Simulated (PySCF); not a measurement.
# CH5BS (SMILES BSC) at PBE0/STO-3G

What is the vertical singlet–triplet gap of CH5BS at PBE0/STO-3G? Input form: a Python script.

Program for the calculation: PySCF 2.14.0.

## Step 1: The molecule

CH5BS: 8 atoms, total charge 0, spin state singlet. SMILES: `BSC`. Geometry: relaxed at PBE0-D4/def2-TZVP.

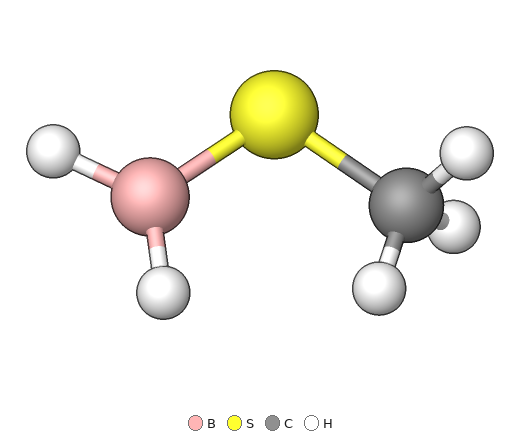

The structure, seen from a chosen angle (boron pink, sulfur yellow, carbon grey, hydrogen white).

## Step 2: The energy at PBE0/STO-3G

Input file calc.py:

```python
# BSC
from pyscf import gto, dft

system = gto.M(
    atom=[
    ('B', (-0.869900, 0.955400, -0.908000)),
    ('S', (0.707800, 0.854100, -0.159000)),
    ('C', (0.741400, -0.735700, 0.702900)),
    ('H', (-1.667800, 0.075300, -0.790300)),
    ('H', (-1.086100, 1.947800, -1.532900)),
    ('H', (0.910600, -0.561000, 1.765100)),
    ('H', (1.559600, -1.337000, 0.307300)),
    ('H', (-0.203500, -1.256000, 0.559200)),
],
    basis='sto-3g',
    verbose=3,
    max_memory=1860,
    spin=0,
    charge=0,
)

mf = dft.RKS(system)
mf.xc = 'pbe0'
mf.conv_tol = 1e-10
mf.grids.level = 4
mf.kernel()
if not mf.converged:
    mf = mf.newton().run(mf.mo_coeff, mf.mo_occ)

energy = mf.e_tot
print(f'total energy: {energy:.8f} hartree')
```

Command:

```sh
$ OMP_NUM_THREADS=1 python calc.py
```

Standard output:

```text
converged SCF energy = -458.773916308527
total energy: -458.77391631 hartree
```

It took 2.9 s on 1 thread of Intel Xeon Platinum 8375C at 2.90GHz (Ice Lake), shared host; peak memory 0.22 GiB.

## Step 3: The triplet, same level

Input file job.py:

```python
from pyscf import gto, dft

mol = gto.M(
    atom=[
    ('B', (-0.869900, 0.955400, -0.908000)),
    ('S', (0.707800, 0.854100, -0.159000)),
    ('C', (0.741400, -0.735700, 0.702900)),
    ('H', (-1.667800, 0.075300, -0.790300)),
    ('H', (-1.086100, 1.947800, -1.532900)),
    ('H', (0.910600, -0.561000, 1.765100)),
    ('H', (1.559600, -1.337000, 0.307300)),
    ('H', (-0.203500, -1.256000, 0.559200)),
],
    max_memory=1860,
    basis='sto-3g',
    verbose=3,
    charge=0,
    spin=2,
)

calc0 = dft.UKS(mol)
calc0.xc = 'pbe0'
calc0.conv_tol = 1e-10
calc0.grids.level = 4
calc0.kernel()
if not calc0.converged:
    calc0 = calc0.newton().run(calc0.mo_coeff, calc0.mo_occ)

energy = calc0.e_tot
print('Final energy', energy)
```

Command:

```sh
$ OMP_NUM_THREADS=1 python job.py
```

Standard output:

```text
WARN: HOMO -0.00985671849677466 >= LUMO -0.266121020536513

WARN: HOMO 0.0863818489073496 >= LUMO -0.14117390245457

WARN: HOMO 0.026750618479518 >= LUMO -0.126933867475521

WARN: HOMO 0.025671396331575 >= LUMO -0.122963707259814

WARN: HOMO 0.0258952967574135 >= LUMO -0.123213324048548

WARN: HOMO 0.0258277815259821 >= LUMO -0.123141177580455

WARN: HOMO 0.0258237887749616 >= LUMO -0.123081687098377

WARN: HOMO 0.0257979073725607 >= LUMO -0.123117442797663

WARN: HOMO 0.0258025589240558 >= LUMO -0.123110034596418

WARN: HOMO 0.0258024741636004 >= LUMO -0.12311146962285

WARN: HOMO 0.025802332802473 >= LUMO -0.123111211190743

WARN: HOMO 0.0258023866111555 >= LUMO -0.123111216387395

converged SCF energy = -458.568398480241  <S^2> = 2.005998  2S+1 = 3.003996
Final energy -458.5683984802408
```

Wall time 5.4 s (1 thread of Intel Xeon Platinum 8375C at 2.90GHz (Ice Lake), shared host); peak memory 0.22 GiB.

## Step 4: What came out

Level: PBE0/STO-3G.

```
                                        quantity          value
                           singlet: total energy  -458.77392 Eh
                          singlet: dipole moment         1.61 D
                            singlet: HOMO energy       -5.30 eV
                            singlet: LUMO energy        2.62 eV
                          singlet: HOMO–LUMO gap        7.92 eV
                           triplet: total energy  -458.56840 Eh
                          triplet: dipole moment         5.52 D
     triplet: HOMO energy (highest over α and β)        0.70 eV
                                   triplet: ⟨S²⟩          2.006
vertical energy of the triplet above the singlet       5.592 eV
```

In words: At this shape the triplet lies 5.59 eV (129 kcal/mol) above the singlet. In a minimal basis such a difference can be off by several eV, whatever the method.
